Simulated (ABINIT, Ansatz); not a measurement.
## ZrSe3 (P2_1/m): G0W0 on several meshes in ABINIT

How does the mesh move the gap of ZrSe3 (P2_1/m)?

Calculated with ABINIT 10.8.3; LDA and many-body steps on it, plane waves.

## 1. Starting point

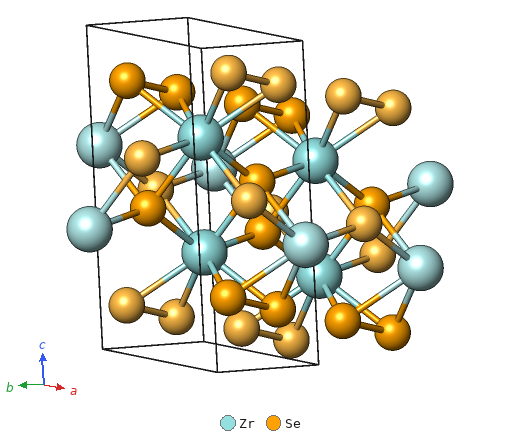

Start, viewed from a free direction; zirconium light teal, selenium orange. 2×1×1 cells are drawn. Some periodic images of atoms are drawn too.

The cell and positions come from the Crystallography Open Database and are kept as given unless a step says otherwise.

## 2. Empty states on the mesh, 2×4×1 mesh, 430 bands

This step: ABINIT 10.8.3; DFT, LDA, plane waves, norm-conserving pseudopotentials.

The sums over transitions need many empty states on a uniform mesh; this step solves for them.

File run.abi:

```
acell 3*1.0 Angstrom
rprim 
  5.410900000000 -0.000000000000 -0.000000000000
  -0.000000000000 3.748800000000 0.000000000000
  -1.229420909100 0.000000000000 9.363634990100
ntypat 2
znucl 40 34
natom 8
typat 1 1 2 2 2 2 2 2
xred 
  0.285000000000 0.250000000000 0.656000000000
  0.715000000000 0.750000000000 0.344000000000
  0.762000000000 0.250000000000 0.554000000000
  0.238000000000 0.750000000000 0.446000000000
  0.456000000000 0.250000000000 0.174000000000
  0.544000000000 0.750000000000 0.826000000000
  0.888000000000 0.250000000000 0.169000000000
  0.112000000000 0.750000000000 0.831000000000
pp_dirpath "pseudos"
pseudos "Zr.upf, Se.upf"
ecut 48
ngkpt 2 4 1
nshiftk 1
shiftk 0 0 0
kptopt 1
chksymbreak 0
iscf -2
irdden 1
istwfk *1
nband 430
nbdbuf 38
tolwfr 1e-09
nstep 60
prtvol 0
indata_prefix "in"
outdata_prefix "out"
tmpdata_prefix "tmp"
```

The run is started by

```bash
OMP_NUM_THREADS=2 mpirun -n 6 abinit run.abi > log
```

Numbers of over 12 decimals in the logs are rounded to 6 here.

The program printed:

```text
.Version 10.8.3 of ABINIT. v10.8.2 released Aug 2026.

 Symmetries : space group P2_1/m (# 11); Bravais mP (primitive monocl.)
[... echo of the input left out ...]
== DATASET  1 ==================================================================
-   mpi_nproc: 6, omp_nthreads: 2 (-1 if OMP is not activated)

--- !DatasetInfo
iteration_state: {dtset: 1, }
dimensions: {natom: 8, nkpt: 6, mband: 430, nsppol: 1, nspinor: 1, nspden: 1, mpw: 20400, }
cutoff_energies: {ecut:  48.0, pawecutdg:  -1.0, }
[...]
2.99491    2.99770    2.99933    3.00871    3.00896    3.01270    3.01762    3.03212
   3.03286    3.03852    3.05066    3.05267    3.05480    3.05864    3.06404    3.07966
   3.08505    3.08897    3.09293    3.10133    3.10798    3.11354
 prteigrs : prtvol=0 or 1, do not print more k-points.

== END DATASET(S) ==============================================================
================================================================================

 -outvars: echo values of variables after computation  --------
            nband         430
             nkpt           6
          spgroup          11
 [... the other variables as echoed above ...]

 Calculation completed.
```

Run time: 6 min. Hardware: 6 MPI ranks of Arm Neoverse V2, shared host; peak memory 1.7 GiB; 57 min of CPU time.

This step gave:

| Quantity | Value |
| --- | --- |
| gap | 0.2917 eV |
| k of the valence top | 0, 0, 0 |
| k of the conduction bottom | 0.5, 0, 0 |
| least direct gap | 0.5951 eV |
| k points computed | 6 |
| lowest point of the top converged band, above the valence top | 70.3493 eV |

On this mesh the gap is 0.292 eV.

The density comes from a self-consistent run that is not shown.

## 3. Screening, 2×4×1 mesh, 209 bands, screening to 114.3 eV

The RPA dielectric matrix is built and inverted for each q.

This step: RPA screening on LDA, plane waves, norm-conserving pseudopotentials.

Changes to run.abi since step 2:

```diff
@@ -26,10 +26,11 @@
 chksymbreak 0
-iscf -2
-irdden 1
 istwfk *1
-nband 430
-nbdbuf 38
-tolwfr 1e-09
-nstep 60
-prtvol 0
+occopt 1
+irdwfk 1
+optdriver 3
+nband 209
+ecuteps 4.2
+inclvkb 2
+awtr 1
+symchi 1
 indata_prefix "in"
```

The run is started by

```bash
OMP_NUM_THREADS=1 mpirun -n 16 abinit run.abi > log
```

The program printed:

```text
.Version 10.8.3 of ABINIT. v10.8.2 released Aug 2026.

 Symmetries : space group P2_1/m (# 11); Bravais mP (primitive monocl.)
[... echo of the input left out ...]
== DATASET  1 ==================================================================
-   mpi_nproc: 16, omp_nthreads: 1 (-1 if OMP is not activated)

--- !DatasetInfo
iteration_state: {dtset: 1, }
dimensions: {natom: 8, nkpt: 6, mband: 209, nsppol: 1, nspinor: 1, nspden: 1, mpw: 20400, }
cutoff_energies: {ecut:  48.0, pawecutdg:  -1.0, }
electrons: {nelect:   1.68000000E+02, charge:   0.00000000E+00, occopt:   1.00000000E+00, tsmear:   1.00000000E-02, }

 SCREENING: Calculation of the susceptibility and dielectric matrices

 Based on a program developped by R.W. Godby, V. Olevano, G. Onida, and L. Reining.
 Incorporated in ABINIT by V. Olevano, G.-M. Rignanese, and M. Torrent.
.Using double precision arithmetic ; gwpc =  8

[... cell and pseudopotentials left out ...]
--------------------------------------------------------------------------------

 ==== K-mesh for the wavefunctions ====
 Number of points in the irreducible wedge :     6
[... list of points left out ...]
 Together with  4 symmetry operations and time-reversal symmetry
 yields     8 points in the full Brillouin Zone.

 ==== Q-mesh for the screening function ====
 Number of points in the irreducible wedge :     6
[... list of points left out ...]
 Together with  4 symmetry operations and time-reversal symmetry
 yields     8 points in the full Brillouin Zone.

 setmesh: FFT mesh size selected  =    45x   30x   72
          total number of points  =        97200

 vcoul_init : cutoff-mode = AUXILIARY_FUNCTION
 q-points for optical limit:   1
     1)      0.000010    0.000020    0.000030

- screening: taking advantage of time-reversal symmetry
- Maximum band index for partially occupied states nbvw = 84
- Remaining bands to be divided among processors   nbcw = 125
- Number of bands treated by each node ~7

 Number of electrons calculated from density =  168.0000; Expected =  168.0000
 average of density, n =  0.131071
 r_s =    1.2212
 omega_plasma =   34.9228 [eV]

 calculating chi0 at frequencies [eV] :
  1    0.000000E+00    0.000000E+00
  2    0.000000E+00    3.492278E+01

--------------------------------------------------------------------------------
  q-point number  1        q = ( 0.000000, 0.000000, 0.000000) [r.l.u.]
--------------------------------------------------------------------------------
[... chi0 elements left out ...]
 For q-point:  0.000010 0.000020 0.000030
  dielectric constant =  17.0457
  dielectric constant without local fields =  19.7442

  Average fulfillment of the sum rule on Im[epsilon] for q-point    1 :     30.17  [%]
[... wings left out ...]
  q-point number  2        q = ( 0.500000, 0.000000, 0.000000) [r.l.u.]
--------------------------------------------------------------------------------
[... chi0 elements left out ...]
  Average fulfillment of the sum rule on Im[epsilon] for q-point    2 :     31.79  [%]

 [... 4 further q-points ...]
```

The job ended after 2.3 min (16 MPI ranks; peak memory 20 GiB; 37 min of CPU time).

This step gave:

```
ε∞ with local fields, on this mesh, along the program's q direction : 17.05
the same without local fields                                       : 19.74
plasma frequency                                                    : 34.92 eV
plane waves in the screening matrix                                 : 521
```

Local fields lower ε∞ by 14 %. On a Γ-centred mesh this coarse the value itself is usually too large, while a short band sum pulls it down.

## 4. 2×4×1

The self-energy is evaluated for the states that the input lists, and the levels follow from it, in one-shot runs by the linearised quasiparticle equation.

This step: G0W0 on LDA, plane waves, norm-conserving pseudopotentials.

Changes to run.abi since step 3:

```diff
@@ -29,8 +29,17 @@
 irdwfk 1
-optdriver 3
+optdriver 4
 nband 209
+gwcalctyp 0
+ecutsigx 48
+symsigma 1
+nkptgw 2
+kptgw 
+  0.0000000000 0.0000000000 0.0000000000
+  0.5000000000 0.0000000000 0.0000000000
+bdgw 
+  83 86
+  83 86
 ecuteps 4.2
-inclvkb 2
-awtr 1
-symchi 1
+irdscr 1
+ppmodel 1
 indata_prefix "in"
```

The program printed:

```text
.Version 10.8.3 of ABINIT. v10.8.2 released Aug 2026.

 Symmetries : space group P2_1/m (# 11); Bravais mP (primitive monocl.)
[... echo of the input left out ...]
== DATASET  1 ==================================================================
-   mpi_nproc: 16, omp_nthreads: 1 (-1 if OMP is not activated)

--- !DatasetInfo
iteration_state: {dtset: 1, }
dimensions: {natom: 8, nkpt: 6, mband: 209, nsppol: 1, nspinor: 1, nspden: 1, mpw: 20400, }
cutoff_energies: {ecut:  48.0, pawecutdg:  -1.0, }
electrons: {nelect:   1.68000000E+02, charge:   0.00000000E+00, occopt:   1.00000000E+00, tsmear:   1.00000000E-02, }

 SIGMA: Calculation of the GW corrections

 Based on a program developped by R.W. Godby, V. Olevano, G. Onida, and L. Reining.
 Incorporated in ABINIT by V. Olevano, G.-M. Rignanese, and M. Torrent.
.Using double precision arithmetic ; gwpc =  8

[... cell and pseudopotentials left out ...]
--------------------------------------------------------------------------------

 ==== K-mesh for the wavefunctions ====
 Number of points in the irreducible wedge :     6
[... list of points left out ...]
 Together with  4 symmetry operations and time-reversal symmetry
 yields     8 points in the full Brillouin Zone.

 ==== Q-mesh for screening function ====
 Number of points in the irreducible wedge :     6
[... list of points left out ...]
 Together with  4 symmetry operations and time-reversal symmetry
 yields     8 points in the full Brillouin Zone.

 vcoul_init : cutoff-mode = AUXILIARY_FUNCTION
 q-points for optical limit:   1
     1)      0.000010    0.000020    0.000030
 setmesh: FFT mesh size selected  =    72x   48x  120
          total number of points  =       414720

 Number of electrons calculated from density =  168.0000; Expected =  168.0000
 average of density, n =  0.131071
 r_s =    1.2212
 omega_plasma =   34.9228 [eV]

 === KS Band Gaps ===
  >>>> For spin  1
   Minimum direct gap =   0.5953 [eV], located at k-point      :   0.5000  0.0000  0.0000
   Fundamental gap    =   0.2918 [eV], Top of valence bands at :   0.0000  0.0000  0.0000
                                       Bottom of conduction at :   0.5000  0.0000  0.0000
 SIGMA fundamental parameters:
 PLASMON POLE MODEL  1
 number of plane-waves for SigmaX                20343
 number of plane-waves for SigmaC and W            521
 number of plane-waves for wavefunctions         20343
 number of bands                                   209
 number of independent spin polarizations            1
 number of spinorial components                      1
 number of k-points in IBZ                           6
 number of q-points in IBZ                           6
 number of symmetry operations                       4
 number of k-points in BZ                            8
 number of q-points in BZ                            8
 number of frequencies for dSigma/dE                 9
 frequency step for dSigma/dE [eV]                0.25
 number of omega for Sigma on real axis              0
 max omega for Sigma on real axis  [eV]           0.00
 zcut for avoiding poles [eV]                     0.10

 EPSILON^-1 parameters (SCR file):
 dimension of the eps^-1 matrix on file            521
 dimension of the eps^-1 matrix used               521
 number of plane-waves for wavefunctions         20343
 number of bands                                   209
 number of q-points in IBZ                           6
 number of frequencies                               2
 number of real frequencies                          1
 number of imag frequencies                          1

 matrix elements of self-energy operator (all in [eV])

 Perturbative Calculation

--- !SelfEnergy_ee
iteration_state: {dtset: 1, }
kpoint     : [   0.000,    0.000,    0.000, ]
spin       : 1
KS_gap     :    0.626
QP_gap     :    1.028
Delta_QP_KS:    0.401
data: !SigmaeeData |
     Band     E0 <VxcDFT>   SigX SigC(E0)      Z dSigC/dE  Sig(E)    E-E0       E
       83   6.127 -15.080 -16.276   1.862   0.794  -0.259 -14.551   0.530   6.656
       84   6.253 -15.341 -16.921   2.243   0.795  -0.258 -14.814   0.526   6.779
       85   6.879 -13.260  -8.379  -3.716   0.797  -0.254 -12.332   0.928   7.807
       86   7.247 -13.681  -8.102  -4.263   0.793  -0.261 -12.637   1.044   8.290

--- !SelfEnergy_ee
iteration_state: {dtset: 1, }
kpoint     : [   0.500,    0.000,    0.000, ]
spin       : 1
KS_gap     :    0.595
QP_gap     :    1.172
Delta_QP_KS:    0.577
data: !SigmaeeData |
     Band     E0 <VxcDFT>   SigX SigC(E0)      Z dSigC/dE  Sig(E)    E-E0       E
       83   5.878 -15.025 -16.693   2.218   0.794  -0.260 -14.588   0.436   6.314
       84   5.949 -15.079 -16.666   2.148   0.794  -0.260 -14.633   0.446   6.395
       85   6.545 -14.133 -10.081  -2.762   0.793  -0.262 -13.111   1.022   7.567
       86   6.885 -14.406 -10.124  -2.896   0.792  -0.262 -13.308   1.098   7.983

== END DATASET(S) ==============================================================
================================================================================

 -outvars: echo values of variables after computation  --------
           etotal      0.0000000000E+00
            nband         209
             nkpt           6
          spgroup          11
 [... the other variables as echoed above ...]

 Calculation completed.
```

Run time: 16 s. Hardware: 16 MPI ranks; peak memory 7 GiB.

This step gave:

* G0W0 gap on the points computed: 0.7880 eV
* starting gap on the mesh: 0.2917 eV
* k of the valence top: 0, 0, 0
* k of the conduction bottom: 0.5, 0, 0
* Z at the valence top: 0.795
* Z at the conduction bottom: 0.793
* least direct G0W0 gap on the computed points: 1.028 eV

The gap on the mesh goes from 0.29 eV to 0.79 eV, a correction of +0.50 eV.

## 5. Empty states on the mesh, 1×2×1 mesh, 229 bands

This step: DFT, LDA, plane waves, norm-conserving pseudopotentials.

Changes to run.abi since step 4:

```diff
@@ -21,3 +21,3 @@
 ecut 48
-ngkpt 2 4 1
+ngkpt 1 2 1
 nshiftk 1
@@ -26,20 +26,10 @@
 chksymbreak 0
+iscf -2
+irdden 1
 istwfk *1
-occopt 1
-irdwfk 1
-optdriver 4
-nband 209
-gwcalctyp 0
-ecutsigx 48
-symsigma 1
-nkptgw 2
-kptgw 
-  0.0000000000 0.0000000000 0.0000000000
-  0.5000000000 0.0000000000 0.0000000000
-bdgw 
-  83 86
-  83 86
-ecuteps 4.2
-irdscr 1
-ppmodel 1
+nband 229
+nbdbuf 20
+tolwfr 1e-09
+nstep 60
+prtvol 0
 indata_prefix "in"
```

The run is started by

```bash
OMP_NUM_THREADS=8 mpirun -n 2 abinit run.abi > log
```

The program printed:

```text
.Version 10.8.3 of ABINIT. v10.8.2 released Aug 2026.

 Symmetries : space group P2_1/m (# 11); Bravais mP (primitive monocl.)
[... echo of the input left out ...]
== DATASET  1 ==================================================================
-   mpi_nproc: 2, omp_nthreads: 8 (-1 if OMP is not activated)

--- !DatasetInfo
iteration_state: {dtset: 1, }
dimensions: {natom: 8, nkpt: 2, mband: 229, nsppol: 1, nspinor: 1, nspden: 1, mpw: 20386, }
cutoff_energies: {ecut:  48.0, pawecutdg:  -1.0, }
[...]
1.57517    1.58100    1.61424    1.61495    1.61524    1.63731    1.64050    1.65593
   1.66033    1.67500    1.67785    1.69065    1.70163    1.71183    1.71881    1.71899
   1.72059    1.73653    1.73857    1.74811    1.75223
 prteigrs : prtvol=0 or 1, do not print more k-points.

== END DATASET(S) ==============================================================
================================================================================

 -outvars: echo values of variables after computation  --------
            nband         229
             nkpt           2
          spgroup          11
 [... the other variables as echoed above ...]

 Calculation completed.
```

Run time: 86 s. Hardware: 2 MPI ranks; peak memory 0.36 GiB; 7.7 min of CPU time.

Numbers from this step:

| Item | Value |
| --- | --- |
| gap | 0.6261 eV |
| k of the valence top | 0, 0, 0 |
| k of the conduction bottom | 0, 0, 0 |
| least direct gap | 0.6261 eV |
| k points computed | 2 |
| lowest point of the top converged band, above the valence top | 36.09 eV |

On this mesh the gap is 0.626 eV.

## 6. Screening, 1×2×1 mesh, 209 bands, screening to 114.3 eV

This step: RPA screening on LDA, plane waves, norm-conserving pseudopotentials.

Changes to run.abi since step 5:

```diff
@@ -26,10 +26,11 @@
 chksymbreak 0
-iscf -2
-irdden 1
 istwfk *1
-nband 229
-nbdbuf 20
-tolwfr 1e-09
-nstep 60
-prtvol 0
+occopt 1
+irdwfk 1
+optdriver 3
+nband 209
+ecuteps 4.2
+inclvkb 2
+awtr 1
+symchi 1
 indata_prefix "in"
```

The run is started by

```bash
OMP_NUM_THREADS=1 mpirun -n 16 abinit run.abi > log
```

The program printed:

```text
.Version 10.8.3 of ABINIT. v10.8.2 released Aug 2026.

 Symmetries : space group P2_1/m (# 11); Bravais mP (primitive monocl.)
[... echo of the input left out ...]
== DATASET  1 ==================================================================
-   mpi_nproc: 16, omp_nthreads: 1 (-1 if OMP is not activated)

--- !DatasetInfo
iteration_state: {dtset: 1, }
dimensions: {natom: 8, nkpt: 2, mband: 209, nsppol: 1, nspinor: 1, nspden: 1, mpw: 20386, }
cutoff_energies: {ecut:  48.0, pawecutdg:  -1.0, }
electrons: {nelect:   1.68000000E+02, charge:   0.00000000E+00, occopt:   1.00000000E+00, tsmear:   1.00000000E-02, }

 SCREENING: Calculation of the susceptibility and dielectric matrices

 Based on a program developped by R.W. Godby, V. Olevano, G. Onida, and L. Reining.
 Incorporated in ABINIT by V. Olevano, G.-M. Rignanese, and M. Torrent.
.Using double precision arithmetic ; gwpc =  8

[... cell and pseudopotentials left out ...]
--------------------------------------------------------------------------------

 ==== K-mesh for the wavefunctions ====
 Number of points in the irreducible wedge :     2
[... list of points left out ...]
 Together with  4 symmetry operations and time-reversal symmetry
 yields     2 points in the full Brillouin Zone.

 ==== Q-mesh for the screening function ====
 Number of points in the irreducible wedge :     2
[... list of points left out ...]
 Together with  4 symmetry operations and time-reversal symmetry
 yields     2 points in the full Brillouin Zone.

 setmesh: FFT mesh size selected  =    45x   30x   72
          total number of points  =        97200

 vcoul_init : cutoff-mode = AUXILIARY_FUNCTION
 q-points for optical limit:   1
     1)      0.000010    0.000020    0.000030

- screening: taking advantage of time-reversal symmetry
- Maximum band index for partially occupied states nbvw = 84
- Remaining bands to be divided among processors   nbcw = 125
- Number of bands treated by each node ~7

 Number of electrons calculated from density =  168.0000; Expected =  168.0000
 average of density, n =  0.131071
 r_s =    1.2212
 omega_plasma =   34.9228 [eV]

 calculating chi0 at frequencies [eV] :
  1    0.000000E+00    0.000000E+00
  2    0.000000E+00    3.492278E+01

--------------------------------------------------------------------------------
  q-point number  1        q = ( 0.000000, 0.000000, 0.000000) [r.l.u.]
--------------------------------------------------------------------------------
[... chi0 elements left out ...]
 For q-point:  0.000010 0.000020 0.000030
  dielectric constant =  29.6947
  dielectric constant without local fields =  34.3236

  Average fulfillment of the sum rule on Im[epsilon] for q-point    1 :     30.13  [%]
[... wings left out ...]
  q-point number  2        q = ( 0.000000, 0.500000, 0.000000) [r.l.u.]
--------------------------------------------------------------------------------
[... chi0 elements left out ...]
  Average fulfillment of the sum rule on Im[epsilon] for q-point    2 :     30.07  [%]

== END DATASET(S) ==============================================================
================================================================================

 -outvars: echo values of variables after computation  --------
           etotal      0.0000000000E+00
            nband         209
             nkpt           2
          spgroup          11
 [... the other variables as echoed above ...]

 Calculation completed.
```

The job ended after 35 s (16 MPI ranks; peak memory 9.4 GiB; 9.4 min of CPU time).

Numbers from this step:

| Property | Result |
| --- | --- |
| ε∞ with local fields, on this mesh, along the program's q direction | 29.69 |
| the same without local fields | 34.32 |
| plasma frequency | 34.92 eV |
| plane waves in the screening matrix | 521 |

(Continued in part 2 of 2.)

[Paths, hosts, dates, memory and timing lines, banners, echoed tables and standing remarks are left out of the program output.]

[Logs are printed without paths, hosts, clocks, repeated set-up lines and the standing remarks that a program may print on its own settings, such as how far it seeks lower states.]

[Runs of the session that timed out or met a known fault of the program may be left out.]

[Hosts, paths, dates, database ids (printed as entryN), source tags and the programs' standing remarks are cut or masked in the printed files.]

[G0W0 gaps are taken among the corrected bands and points alone; a level outside them can change the order at an edge.]

[Where Ansatz stands beside ABINIT at settings called matched, ABINIT's density can come from a denser mesh and the files from another edition; pairs whose starting gaps differed by over 0.03 eV were left out, so agreement reads better than it is.]
